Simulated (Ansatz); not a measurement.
**Al2GaH (triplet): wave-function methods side by side, cc-pVDZ**

How much of the correlation energy of Al2GaH (triplet) does each wave-function method recover here?

The runs use Ansatz 0.2.0, Gaussian basis; cc-pVDZ, core rule «outside noble gas», up to 24 orbitals frozen.

Plan: UHF; CCSD(T) on ROHF; CCSD(T) on UHF; BCCD(T) on ROHF; CISD as a restricted active space (open shells left free, so some higher excitations enter); CCSDT(Q) on ROHF; CCSDT(Q) on UHF; CASSCF and NEVPT2, 10 electrons in 13 orbitals.

4 further runs of the same task are left out: 4 set aside as unsound or not needed. Runs told in other sessions of the task aren't counted.

## 1. The system

The geometry is a PBE0/def2-TZVP stationary point (not a proven minimum) of the parent state, kept for this charge and spin. No spin-orbit coupling is included. The filled d shell of Ga may be among the frozen orbitals whatever the setting's name suggests.

4 atoms, charge 0, spin multiplicity 3.

Atoms are counted from 1 here; the program's logs count them from 0.

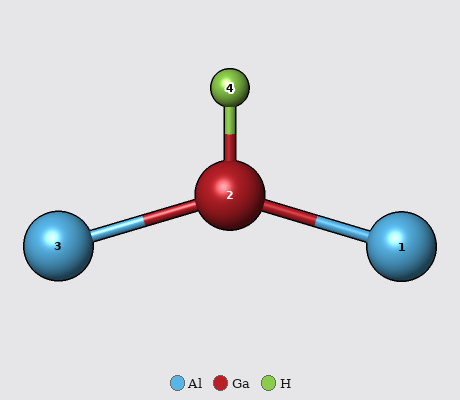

The geometry (aluminium blue, gallium red, hydrogen green); atoms are numbered from 1 in the order of the file.

In the tables R marks a restricted open-shell determinant and U an unrestricted one; 'valence' is the active space of 10 electrons in 13 orbitals; energies count from the table's Hartree-Fock row.

## 2. UHF

The input, in.yaml:

```yaml
crystal:
  periodic: [false, false, false]
  atoms:
    - {symbol: Al, position_ang: [0.000000, -0.451085, -2.584700]}
    - {symbol: Ga, position_ang: [0.000000, 0.321015, 0.000000]}
    - {symbol: Al, position_ang: [0.000000, -0.451085, 2.584700]}
    - {symbol: H, position_ang: [0.000000, 1.944415, 0.000000]}
basis:
  gaussian: {orbitals: cc-pVDZ}
magnetization: {spin_polarized: true, initial_magnetization: 2}
hamiltonian: {xc: hf}
output: {orbitals: {seedname: orbitals}}
```

On the command line:

```sh
$ ansatz run in.yaml --threads 1 --pin off --events-out ev --progress --plain --max-ram 4096MiB --backend cpu
```

Log:

```text
Functional definition: HF
  name "HF"
  cite "Fock, Z. Phys. 61, 126 (1930) doi:10.1007/BF01340294"
  parent pbe
  exchange = exact_x
  correlation = 0
730 factors; integrals over basis functions are off by at most 9.1e-4 eV
mean field evaluation 1: about -65511.8312 eV, gradient 7.3e0 eV
mean field evaluation 2: about -65511.8349 eV, gradient 7.3e0 eV
mean field evaluation 4: about -65512.8525 eV, gradient 1.5e0 eV
mean field evaluation 8: about -65512.9543 eV, gradient 2.0e-1 eV
mean field evaluation 16: about -65512.9778 eV, gradient 3.4e-1 eV
mean field evaluation 32: about -65512.9577 eV, gradient 1.3e-3 eV
mean field evaluation 64: about -65512.5351 eV, gradient 2.8e0 eV
mean field evaluation 96: about -65512.9624 eV, gradient 3.6e-2 eV
mean field evaluation 128: about -65512.7481 eV, gradient 9.4e-1 eV
mean field evaluation 160: about -65512.4240 eV, gradient 6.3e-1 eV
mean field evaluation 192: about -65511.8247 eV, gradient 5.6e-1 eV
mean field evaluation 224: about -65512.9620 eV, gradient 1.2e-4 eV
mean field -65513.00523803 eV, -2407.5585361876 hartree, gradient 6.9e-6 eV, S^2 2.257663; 5 other end points of the search recorded, 0 dependent functions left out
reference -65513.00523803 eV, -2407.5585361876 hartree; 30, 28 occupied and 38, 40 virtual orbitals, 730 factors
Total energy: -65513.00523803 eV, -2407.5585361876 hartree
```

It took 9.5 s on 1 thread of AMD EPYC 7R13, shared host.

From the report: ⟨S²⟩ of the determinant 2.258 (pure triplet: 2.00).

## 3. CCSD(T) on ROHF

in.yaml, as its differences from that of step 2:

```diff
@@ -9,4 +9,3 @@
   gaussian: {orbitals: cc-pVDZ}
-magnetization: {spin_polarized: true, initial_magnetization: 2}
-hamiltonian: {xc: hf}
-output: {orbitals: {seedname: orbitals}}
+magnetization: {spin_polarized: false, initial_magnetization: 2}
+correlation: {method: ccsd_t, electrons: outside_noble_gas}
```

Launched as before.

Log, shortened:

```text
Functional definition: HF
  name "HF"
  cite "Fock, Z. Phys. 61, 126 (1930) doi:10.1007/BF01340294"
  parent pbe
[...]
730 factors; integrals over basis functions are off by at most 9.1e-4 eV
[...]
mean field -65512.77877401 eV, -2407.5502137885 hartree, gradient 1.4e-6 eV, S^2 2.000000; 33 other end points of the search recorded, 0 dependent functions left out
[...]
determinant -65512.77877401 eV, -2407.5502137885 hartree, with singles and doubles -65517.98563631 eV, -2407.7415624488 hartree
determinant -65512.69797352 eV, -2407.5472444252 hartree, with singles and doubles -65518.02735869 eV, -2407.7430957180 hartree
determinant -65512.23301070 eV, -2407.5301573567 hartree, with singles and doubles -65517.12715349 eV, -2407.7100137871 hartree
determinant -65511.78809706 eV, -2407.5138070821 hartree, with singles and doubles -65517.02658565 eV, -2407.7063179870 hartree
[...]
determinant -65509.43439932 eV, -2407.4273102857 hartree, with singles and doubles -65515.71339111 eV, -2407.6580589777 hartree
determinant -65509.35780867 eV, -2407.4244956310 hartree, with singles and doubles -65516.29156884 eV, -2407.6793066173 hartree
determinant -65512.77877401 eV, -2407.5502137885 hartree, with singles and doubles -65518.00531071 eV, -2407.7422854696 hartree
determinant -65512.69797352 eV, -2407.5472444252 hartree, with singles and doubles -65518.02689736 eV, -2407.7430787643 hartree
24 core orbitals not correlated: weight in the atoms' cores, before any rotation towards them, 0.999 or more for the frozen orbitals, at most 0.001 for the correlated occupied ones
reference -65512.69797352 eV, -2407.5472444252 hartree; 6, 4 occupied and 38, 40 virtual orbitals, 730 factors
second order -4.09160014 eV of doubles, -0.08452521 eV of singles
cycle   1  -5.32892767 eV  change   -3.8e-6 eV  update   4.1e-6
perturbative correction -0.27824689 eV, -0.0102253848 hartree
Total energy: -65518.30514808 eV, -2407.7533042897 hartree
```

Wall time 54 s (1 thread of AMD EPYC 7R13, shared host).

From the report: correlation -5.6072 eV; T1 0.041; largest double amplitude 0.13.

## 4. CCSD(T) on UHF

in.yaml, as its differences from that of step 3:

```diff
@@ -9,3 +9,3 @@
   gaussian: {orbitals: cc-pVDZ}
-magnetization: {spin_polarized: false, initial_magnetization: 2}
+magnetization: {spin_polarized: true, initial_magnetization: 2}
 correlation: {method: ccsd_t, electrons: outside_noble_gas}
```

Launched as before.

Log, shortened:

```text
Functional definition: HF
  name "HF"
  cite "Fock, Z. Phys. 61, 126 (1930) doi:10.1007/BF01340294"
  parent pbe
[...]
730 factors; integrals over basis functions are off by at most 9.1e-4 eV
[...]
mean field -65513.00523803 eV, -2407.5585361876 hartree, gradient 3.0e-6 eV, S^2 2.257664; 43 other end points of the search recorded, 0 dependent functions left out
determinant -65513.00523803 eV, -2407.5585361876 hartree, with singles and doubles -65517.99716228 eV, -2407.7419860202 hartree
determinant -65512.96199981 eV, -2407.5569472125 hartree, with singles and doubles -65518.03651673 eV, -2407.7434322698 hartree
determinant -65512.46923819 eV, -2407.5388385569 hartree, with singles and doubles -65517.14405717 eV, -2407.7106349856 hartree
determinant -65512.24046937 eV, -2407.5304314578 hartree, with singles and doubles -65516.83942329 eV, -2407.6994398971 hartree
[...]
determinant -65509.77687249 eV, -2407.4398959425 hartree, with singles and doubles -65515.84458048 eV, -2407.6628800981 hartree
determinant -65509.62770323 eV, -2407.4344140732 hartree, with singles and doubles -65515.66398061 eV, -2407.6562431753 hartree
determinant -65513.00523803 eV, -2407.5585361876 hartree, with singles and doubles -65518.01456076 eV, -2407.7426254027 hartree
determinant -65512.96199981 eV, -2407.5569472125 hartree, with singles and doubles -65518.03992861 eV, -2407.7435576540 hartree
24 core orbitals not correlated: weight in the atoms' cores, before any rotation towards them, 0.999 or more for the frozen orbitals, at most 0.000 for the correlated occupied ones
reference -65512.96199981 eV, -2407.5569472125 hartree; 6, 4 occupied and 38, 40 virtual orbitals, 730 factors
second order -3.78406633 eV of doubles, -0.00000000 eV of singles
cycle   1  -5.07792812 eV  change    6.8e-7 eV  update   1.9e-6
perturbative correction -0.26278297 eV, -0.0096570960 hartree
Total energy: -65518.30271090 eV, -2407.7532147251 hartree
```

It took 62 s on 1 thread of AMD EPYC 7R13, shared host.

From the report: ⟨S²⟩ of the determinant 2.184 (pure triplet: 2.00); correlation -5.3407 eV; T1 0.050; largest double amplitude 0.13.

## 5. BCCD(T) on ROHF

in.yaml, as its differences from that of step 4:

```diff
@@ -9,3 +9,3 @@
   gaussian: {orbitals: cc-pVDZ}
-magnetization: {spin_polarized: true, initial_magnetization: 2}
-correlation: {method: ccsd_t, electrons: outside_noble_gas}
+magnetization: {spin_polarized: false, initial_magnetization: 2}
+correlation: {method: bccd_t, electrons: outside_noble_gas}
```

Same command.

Log, shortened:

```text
Functional definition: HF
  name "HF"
  cite "Fock, Z. Phys. 61, 126 (1930) doi:10.1007/BF01340294"
  parent pbe
[...]
730 factors; integrals over basis functions are off by at most 9.1e-4 eV
[...]
mean field -65512.77877401 eV, -2407.5502137885 hartree, gradient 1.4e-6 eV, S^2 2.000000; 33 other end points of the search recorded, 0 dependent functions left out
[...]
determinant -65512.77877401 eV, -2407.5502137885 hartree, with singles and doubles -65517.98563631 eV, -2407.7415624488 hartree
determinant -65512.69797352 eV, -2407.5472444252 hartree, with singles and doubles -65518.02735869 eV, -2407.7430957180 hartree
determinant -65512.23301070 eV, -2407.5301573567 hartree, with singles and doubles -65517.12715349 eV, -2407.7100137871 hartree
determinant -65511.78809706 eV, -2407.5138070821 hartree, with singles and doubles -65517.02658565 eV, -2407.7063179870 hartree
[...]
determinant -65509.35780867 eV, -2407.4244956310 hartree, with singles and doubles -65516.29156884 eV, -2407.6793066173 hartree
determinant -65512.77877401 eV, -2407.5502137885 hartree, with singles and doubles -65518.00531071 eV, -2407.7422854696 hartree
determinant -65512.69797352 eV, -2407.5472444252 hartree, with singles and doubles -65518.02689736 eV, -2407.7430787643 hartree
24 core orbitals not correlated: weight in the atoms' cores, before any rotation towards them, 0.999 or more for the frozen orbitals, at most 0.001 for the correlated occupied ones
reference -65512.69797352 eV, -2407.5472444252 hartree; 6, 4 occupied and 38, 40 virtual orbitals, 730 factors
second order -4.09160014 eV of doubles, -0.08452521 eV of singles
cycle   1  -5.32445207 eV  change    4.5e-3 eV  update   1.3e-2
[...]
cycle  12  -5.31739629 eV  change    3.8e-6 eV  update   8.2e-6
perturbative correction -0.28793964 eV, -0.0105815866 hartree
Total energy: -65518.30330945 eV, -2407.7532367212 hartree
```

Wall time 55 s (1 thread of AMD EPYC 7R13, shared host).

From the report: correlation -5.6053 eV; largest double amplitude 0.13.

## 6. CISD as a restricted active space (open shells left free, so some higher excitations enter)

in.yaml, as its differences from that of step 5:

```diff
@@ -10,2 +10,2 @@
 magnetization: {spin_polarized: false, initial_magnetization: 2}
-correlation: {method: bccd_t, electrons: outside_noble_gas}
+correlation: {active_space: {ras: {orbitals: [4, 2, 38], electrons: 10, max_holes: 2, max_particles: 2}, fixed_orbitals: true}}
```

Same command.

Log, shortened:

```text
Functional definition: HF
  name "HF"
  cite "Fock, Z. Phys. 61, 126 (1930) doi:10.1007/BF01340294"
  parent pbe
[...]
730 factors; integrals over basis functions are off by at most 9.1e-4 eV
[...]
mean field -65512.77877401 eV, -2407.5502137885 hartree, gradient 1.4e-6 eV, S^2 2.000000; 20 other end points of the search recorded, 0 dependent functions left out
reference -65512.77877401 eV, -2407.5502137885 hartree; 30, 28 occupied and 38, 40 virtual orbitals, 730 factors
state -65517.37798682 eV, -2407.7192317418 hartree
Total energy: -65517.37798682 eV, -2407.7192317418 hartree
```

Wall time 15 s (1 thread of AMD EPYC 7R13, shared host).

From the report: 105,806 determinants.

## 7. CCSDT(Q) on ROHF

in.yaml, as its differences from that of step 6:

```diff
@@ -10,2 +10,2 @@
 magnetization: {spin_polarized: false, initial_magnetization: 2}
-correlation: {active_space: {ras: {orbitals: [4, 2, 38], electrons: 10, max_holes: 2, max_particles: 2}, fixed_orbitals: true}}
+correlation: {method: ccsdt_q, electrons: outside_noble_gas}
```

On the command line:

```sh
$ ansatz run in.yaml --threads 2 --pin off --events-out ev --progress --plain --max-ram 24576MiB --backend cuda --devices 0, --max-vram 18GiB
```

Log, shortened:

```text
Functional definition: HF
  name "HF"
  cite "Fock, Z. Phys. 61, 126 (1930) doi:10.1007/BF01340294"
  parent pbe
[...]
1321 factors; integrals over basis functions are off by at most 1.5e-7 eV
[...]
mean field -65512.77884309 eV, -2407.5502163271 hartree, gradient 1.3e-6 eV, S^2 2.000000; 33 other end points of the search recorded, 0 dependent functions left out
[...]
determinant -65512.77884309 eV, -2407.5502163271 hartree, with singles and doubles -65517.98571900 eV, -2407.7415654876 hartree
determinant -65512.69804163 eV, -2407.5472469282 hartree, with singles and doubles -65518.02744179 eV, -2407.7430987719 hartree
determinant -65512.23307655 eV, -2407.5301597768 hartree, with singles and doubles -65517.12723272 eV, -2407.7100166984 hartree
determinant -65511.78816565 eV, -2407.5138096027 hartree, with singles and doubles -65517.02666911 eV, -2407.7063210540 hartree
[...]
determinant -65509.35787360 eV, -2407.4244980172 hartree, with singles and doubles -65516.29153144 eV, -2407.6793052431 hartree
determinant -65512.77884309 eV, -2407.5502163271 hartree, with singles and doubles -65518.00539280 eV, -2407.7422884861 hartree
determinant -65512.69804163 eV, -2407.5472469282 hartree, with singles and doubles -65518.02697993 eV, -2407.7430817987 hartree
[...]
24 core orbitals not correlated: weight in the atoms' cores, before any rotation towards them, 0.999 or more for the frozen orbitals, at most 0.001 for the correlated occupied ones
reference -65512.69804163 eV, -2407.5472469282 hartree; 6, 4 occupied and 38, 40 virtual orbitals, 1321 factors
second order -4.09164488 eV of doubles, -0.08452537 eV of singles
cycle   1  -4.91591284 eV  change   -7.4e-1 eV  update   1.3e-1
[...]
cycle  25  -5.68138690 eV  change    2.3e-7 eV  update   8.4e-7
perturbative correction -0.02850866 eV, -0.0010476738 hartree
Total energy: -65518.40793719 eV, -2407.7570817196 hartree
```

Wall time 19 s (1 × H100 (card shared with other runs) with 2 threads of AMD EPYC 7R13, shared host); peak host memory 0.83 GiB.

From the report: correlation -5.7099 eV; T1 0.046; largest double amplitude 0.19.

## 8. CCSDT(Q) on UHF

in.yaml, as its differences from that of step 7:

```diff
@@ -9,3 +9,3 @@
   gaussian: {orbitals: cc-pVDZ}
-magnetization: {spin_polarized: false, initial_magnetization: 2}
+magnetization: {spin_polarized: true, initial_magnetization: 2}
 correlation: {method: ccsdt_q, electrons: outside_noble_gas}
```

Launched as before.

Log, shortened:

```text
Functional definition: HF
  name "HF"
  cite "Fock, Z. Phys. 61, 126 (1930) doi:10.1007/BF01340294"
  parent pbe
[...]
1321 factors; integrals over basis functions are off by at most 1.5e-7 eV
[...]
mean field -65513.00530917 eV, -2407.5585388021 hartree, gradient 3.7e-6 eV, S^2 2.257668; 39 other end points of the search recorded, 0 dependent functions left out
determinant -65513.00530917 eV, -2407.5585388021 hartree, with singles and doubles -65517.99724369 eV, -2407.7419890119 hartree
determinant -65512.96206989 eV, -2407.5569497878 hartree, with singles and doubles -65518.03659881 eV, -2407.7434352860 hartree
determinant -65512.46930740 eV, -2407.5388411005 hartree, with singles and doubles -65517.14413694 eV, -2407.7106379172 hartree
determinant -65512.24054812 eV, -2407.5304343520 hartree, with singles and doubles -65516.83950132 eV, -2407.6994427646 hartree
[...]
determinant -65509.85160280 eV, -2407.4426422305 hartree, with singles and doubles -65515.25210782 eV, -2407.6411071294 hartree
determinant -65513.00530917 eV, -2407.5585388021 hartree, with singles and doubles -65518.01464246 eV, -2407.7426284050 hartree
determinant -65512.96206989 eV, -2407.5569497878 hartree, with singles and doubles -65518.04001077 eV, -2407.7435606734 hartree
24 core orbitals not correlated: weight in the atoms' cores, before any rotation towards them, 0.999 or more for the frozen orbitals, at most 0.000 for the correlated occupied ones
reference -65512.96206989 eV, -2407.5569497878 hartree; 6, 4 occupied and 38, 40 virtual orbitals, 1321 factors
second order -3.78410391 eV of doubles, -0.00000000 eV of singles
cycle   1  -4.56510051 eV  change   -7.8e-1 eV  update   1.3e-1
[...]
cycle  26  -5.42168587 eV  change   -8.6e-7 eV  update   7.7e-7
perturbative correction -0.02933119 eV, -0.0010779012 hartree
Total energy: -65518.41308694 eV, -2407.7572709697 hartree
```

It took 15 s on 1 × H100 (card shared with other runs) with 2 threads of AMD EPYC 7R13, shared host; peak host memory 0.83 GiB.

From the report: ⟨S²⟩ of the determinant 2.184 (pure triplet: 2.00); correlation -5.4510 eV; T1 0.057; largest double amplitude 0.20.

## 9. CASSCF and NEVPT2, 10 electrons in 13 orbitals

in.yaml, as its differences from that of step 8:

```diff
@@ -9,3 +9,3 @@
   gaussian: {orbitals: cc-pVDZ}
-magnetization: {spin_polarized: true, initial_magnetization: 2}
-correlation: {method: ccsdt_q, electrons: outside_noble_gas}
+magnetization: {spin_polarized: false, initial_magnetization: 2}
+correlation: {method: sc_nevpt2, electrons: outside_noble_gas, active_space: {window: {electrons: 10, orbitals: 13}, shells: [{species: Al, l: s, shell: 3}, {species: Al, l: p, shell: 3}, {species: Ga, l: s, shell: 4}, {species: Ga, l: p, shell: 4}, {species: H, l: s, shell: 1}]}}
```

The command is unchanged.

Log, shortened:

```text
Functional definition: HF
  name "HF"
  cite "Fock, Z. Phys. 61, 126 (1930) doi:10.1007/BF01340294"
  parent pbe
[...]
1321 factors; integrals over basis functions are off by at most 1.5e-7 eV
[...]
mean field -65512.77884309 eV, -2407.5502163271 hartree, gradient 1.3e-6 eV, S^2 2.000000; 20 other end points of the search recorded, 0 dependent functions left out
reference -65512.77884309 eV, -2407.5502163271 hartree; 30, 28 occupied and 38, 40 virtual orbitals, 1321 factors
state -65515.59799367 eV, -2407.6538181999 hartree
state -65515.59799367 eV, -2407.6538181999 hartree; corrected -65517.66075098 eV, -2407.7296231331 hartree
Total energy: -65517.66075098 eV, -2407.7296231331 hartree
Checks for a lower state left out: starts, orbital_swaps
```

Run time: 47 s. Hardware: 1 × H100 (card shared with other runs) with 2 threads of AMD EPYC 7R13, shared host; peak host memory 0.79 GiB.

From the report: 413,000 determinants; active occupations 1.97, 1.95, 1.92, 1.85, 1.02, 0.95, 0.09, 0.07, 0.05, 0.04, 0.04, 0.03, 0.02.

## 10. How many determinants matter

Natural occupations of the CASSCF valence state about the gap (report; correlated orbitals 1 to 10): 1.974, 1.954, 1.918, 1.845, 1.024, 0.948, 0.092, 0.065, 0.053, 0.042. The count of effectively unpaired electrons, Σ n²(2 − n)², is 2.18; a single determinant of this spin has 2.

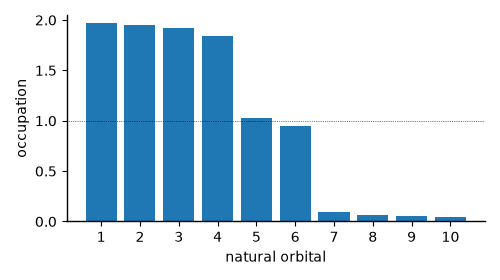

Natural occupations of the CASSCF valence state.

## 11. All levels against the top one

No level here is safe as a reference; RCCSDT(Q) serves as a yardstick only. Rows without a time are mean-field rows or come out of runs for another level: lower rungs of the coupled-cluster runs, CASSCF and MRCISD of the multireference runs, or the Hartree-Fock search.

Differences are taken before rounding.

```csv
method,energy from the lowest ROHF (meV),from RCCSDT(Q) (meV),time
ROHF,0.0,+5629.2,
UHF,-226.5,+5402.7,9.5 s
RMP2,-4095.3,+1533.8,
UMP2,-3967.3,+1661.9,
CISD,-4599.2,+1030.0,15 s
RCCSD,-5248.1,+381.0,
UCCSD,-5261.2,+368.0,
RCCSD(T),-5526.4,+102.8,54 s
UCCSD(T),-5523.9,+105.2,62 s
BCCD(T),-5524.5,+104.6,55 s
RCCSDT,-5600.7,+28.5,
UCCSDT,-5605.0,+24.2,
RCCSDT(Q),-5629.2,0,19 s (GPU)
UCCSDT(Q),-5634.3,-5.1,15 s (GPU)
CASSCF valence,-2819.2,+2809.9,
NEVPT2 valence,-4882.0,+747.2,47 s (GPU)
```

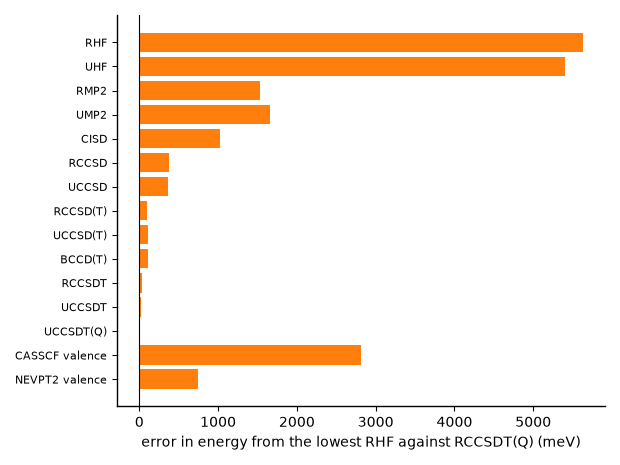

Error of each method against RCCSDT(Q).

Some runs used a GPU and others CPU threads alone; cost is compared among the CPU runs only.

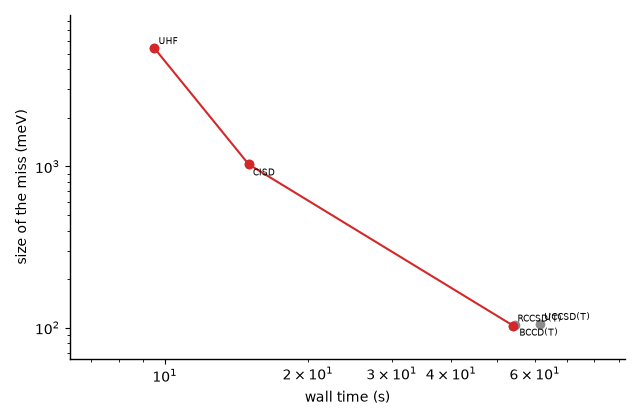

Accuracy for the time spent; red marks the levels that beat every quicker one drawn. Times are from a shared host.

The ROHF row is the lowest such solution found; the determinant under the restricted MP2 and coupled-cluster rows lies 0.08 eV higher.

## 12. What came out

```
                      quantity        value
 RCCSDT(Q) from the ROHF energy   -5.6292 eV
           RMP2 from RCCSDT(Q)  +1533.8 meV
           UMP2 from RCCSDT(Q)  +1661.9 meV
          RCCSD from RCCSDT(Q)   +381.0 meV
       RCCSD(T) from RCCSDT(Q)   +102.8 meV
       UCCSD(T) from RCCSDT(Q)   +105.2 meV
      UCCSDT(Q) from RCCSDT(Q)     -5.1 meV
 NEVPT2 valence from RCCSDT(Q)   +747.2 meV
                 T1 diagnostic        0.041
effectively unpaired electrons         2.18
```

RCCSD(T) misses by +102.8 meV, 1.8 % of the correlation energy. The occupations are near whole numbers, but T1 = 0.041 shows that the orbitals relax strongly. Coupled cluster took another determinant than the lowest Hartree-Fock one. Warnings: spin contamination; coupled cluster took another determinant than the lowest.

With open shells the CI space here admits some higher excitations, so it is larger than plain CISD.
